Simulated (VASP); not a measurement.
Band structure of TiTe₂ (relaxed from the CdI2 structure, space group P-3m1). Level of theory: r2SCAN meta-GGA, VASP's PBE PAW potentials (set 64) (plane waves; VASP 6.6.1).

Unless said otherwise, spin-orbit coupling is left out, though it shifts the bands of the heavy elements here.

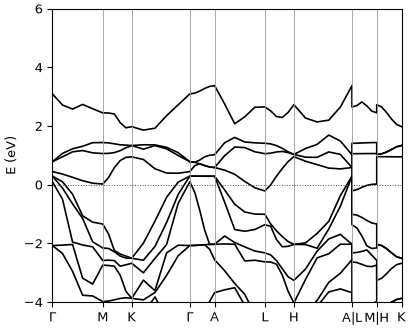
Bands along high-symmetry lines, zero at the valence-band maximum or, without a gap, the Fermi level

Problem. Read the plot: is there a gap, and where are the band edges?

Solution. It has no gap at this level: it comes out as a metal or semimetal.

The structure was generated: TiTe2 was put into the CdI2 type (P-3m1), which need not be its known phase. It was relaxed first.
